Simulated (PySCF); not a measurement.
System: C$_{8}$H$_{12}$O$_{2}$ (SMILES COC(=O)C1=CCCCC1).

```yaml
atoms:
  - { symbol: C, position_ang: [3.7880, -0.1008, -0.5498] }
  - { symbol: O, position_ang: [2.3847, -0.2740, -0.6237] }
  - { symbol: C, position_ang: [1.6501, 0.4691, 0.2191] }
  - { symbol: O, position_ang: [2.1482, 1.2424, 1.0036] }
  - { symbol: C, position_ang: [0.1948, 0.2210, 0.0517] }
  - { symbol: C, position_ang: [-0.6422, 0.9266, 0.8331] }
  - { symbol: C, position_ang: [-2.1295, 0.8247, 0.7589] }
  - { symbol: C, position_ang: [-2.6045, 0.0885, -0.4894] }
  - { symbol: C, position_ang: [-1.7533, -1.1493, -0.7422] }
  - { symbol: C, position_ang: [-0.2894, -0.7809, -0.9614] }
  - { symbol: H, position_ang: [4.0620, 0.9505, -0.7212] }
  - { symbol: H, position_ang: [4.2169, -0.7385, -1.3315] }
  - { symbol: H, position_ang: [4.1673, -0.4023, 0.4379] }
  - { symbol: H, position_ang: [-0.1979, 1.6134, 1.5610] }
  - { symbol: H, position_ang: [-2.5661, 1.8367, 0.8106] }
  - { symbol: H, position_ang: [-2.4905, 0.3138, 1.6724] }
  - { symbol: H, position_ang: [-2.5301, 0.7634, -1.3601] }
  - { symbol: H, position_ang: [-3.6684, -0.1784, -0.3917] }
  - { symbol: H, position_ang: [-2.1323, -1.7127, -1.6091] }
  - { symbol: H, position_ang: [-1.8322, -1.8252, 0.1278] }
  - { symbol: H, position_ang: [-0.1429, -0.3700, -1.9769] }
  - { symbol: H, position_ang: [0.3462, -1.6786, -0.9230] }
```

Geometry: PBE0-D3(BJ)/ma-def2-SVP.

Method: PySCF, DFT single point, gas phase, functional wB97X.

What will maps of the electron density and electron localisation function show?

C–O (1.21 Å): the density is about 3.3 e/Å³ at the midpoint; the ELF peaks at about 0.85 between the atoms: a multiple bond.
C–C (1.35 Å): the density is about 2.3 e/Å³ at the midpoint; the ELF peaks at about 0.95 between the atoms (a multiple bond).
C–H (1.09 Å): ρ is about 2 e/Å³ halfway; the ELF climbs to about 1 towards the hydrogen, as it does in any bond to H: a covalent bond by its length.
C–O (1.34 Å): ρ at the midpoint is about 2.5 e/Å³; the ELF peaks at about 0.90 between the atoms; a shared but strongly polarised pair.

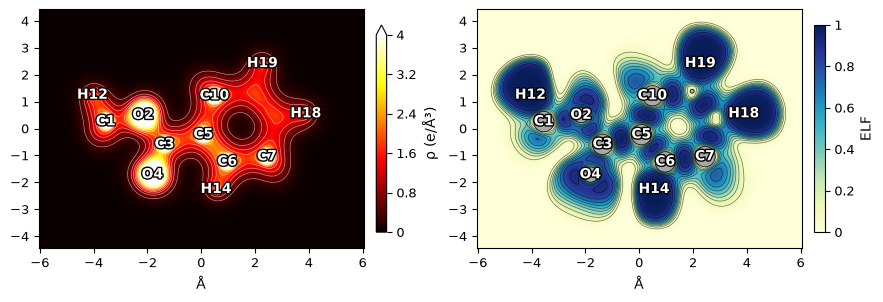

Computed electron density and electron localisation function on the plane of atoms C6, C5 and C10, in this order. Grey discs cover the atomic cores in the ELF map. 
